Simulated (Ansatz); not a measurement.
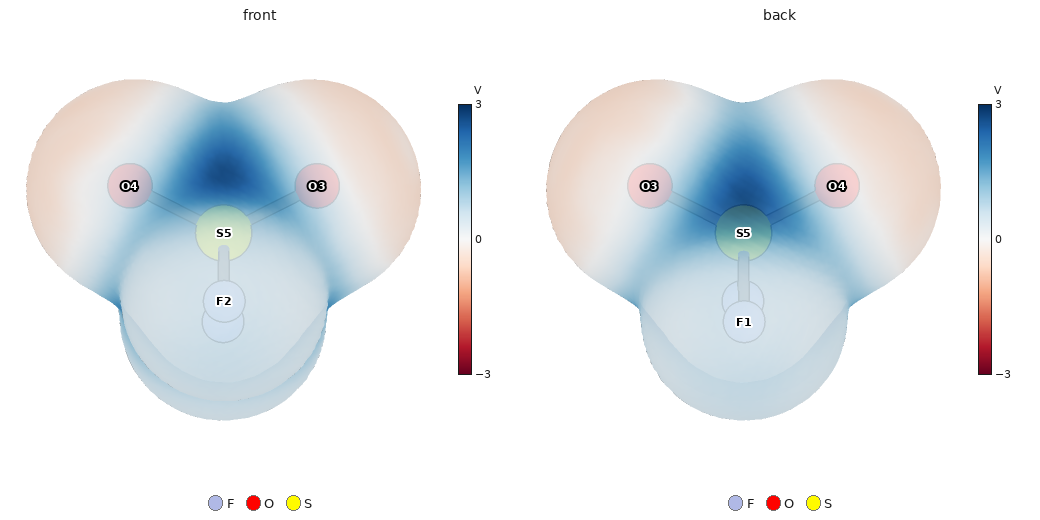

*F$_{2}$O$_{2}$S. The molecular electrostatic potential painted on the density surface at 0.004 e/bohr³, seen from the front and from behind; red is negative and blue positive.*

Geometry: r2SCAN-D4/def2-SVP.

Theory: isolated molecule in a Gaussian basis; Kohn-Sham density functional theory, functional PBE0 (Ansatz 0.2.0).

Input

```
crystal:
  periodic: [false, false, false]
  atoms:
    - symbol: F
      position_ang: [-0.973947, 0.961974, -1.122238]
    - symbol: F
      position_ang: [1.211823, 1.037993, -0.297423]
    - symbol: O
      position_ang: [-0.523543, 0.007900, 1.084123]
    - symbol: O
      position_ang: [0.321005, -1.111475, -1.050760]
    - symbol: S
      position_ang: [-0.018627, 0.030438, -0.255902]
basis:
  gaussian: {orbitals: def2-TZVPD}
hamiltonian: {xc: {name: PBE0}}
output: {forces: true, orbitals: {seedname: orbitals}}
```

Run with:

```sh
ansatz run input.yaml --threads 1 --pin off --max-ram 2610MiB --events-out events.jsonl --progress --plain --runs-dir runs
```

### Describe the electrostatic potential map.

The most negative region (about −0.5 V) lies over O3 and O4, the most positive (about +2.6 V) over S5.
